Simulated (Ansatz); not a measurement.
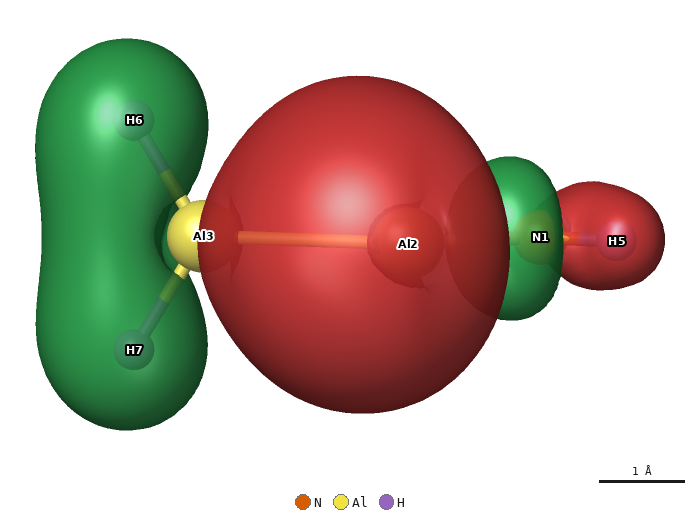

Figure 1: Al$_{2}$H$_{4}$N (doublet). The HOMO−1 (α) at ±0.06 Å⁻³ᐟ² (green and red are the two phases), seen across its widest extent.

Method: Ansatz, UHF/def2-SVP.

```
atom    x (Å)    y (Å)    z (Å)
   N  -1.7093   0.0467  -1.0568
  Al   0.0573  -0.1419  -1.0032
  Al   1.6540  -0.0426   1.0494
   H  -2.3090   0.2205  -0.2718
   H  -2.2617  -0.0044  -1.8922
   H   2.4387   1.2943   1.3976
   H   2.1301  -1.3726   1.7769
```

Where does this orbital lie, and at what energy?

Its weight (Hirshfeld) is mainly on Al2 (about 50 %), Al3 (about 30 %), N1 (about 10 %), H6 (about 5 %) and H7 (about 5 %). Its energy is −10.56 eV.
